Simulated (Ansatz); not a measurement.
BaTiO3: pressure series

The reference is BaTiO₃ (space group P4mm, No. 99; a = 3.985 Å, c = 4.201 Å).

Cell and atoms are relaxed at each pressure.

All numbers come from PBE (Ansatz, a program for electronic structure; PAW; 420 eV plane waves; no spin-orbit coupling).

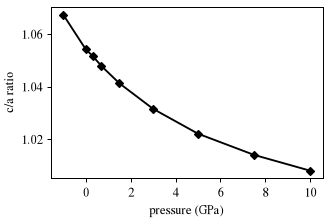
Fig. 1. c/a ratio against pressure

```
pressure (GPa)  c/a ratio
--------------  ---------
-1                  1.067
0.3                 1.052
0.7                 1.048
1.5                 1.041
3                   1.032
5                   1.022
7.5                 1.014
10                  1.008
```

Load acts through the strain it causes; cell and atoms are relaxed under it. Stability against distortions was not tested. Competing high-pressure phases were not computed. The final runs are not spin-polarised.
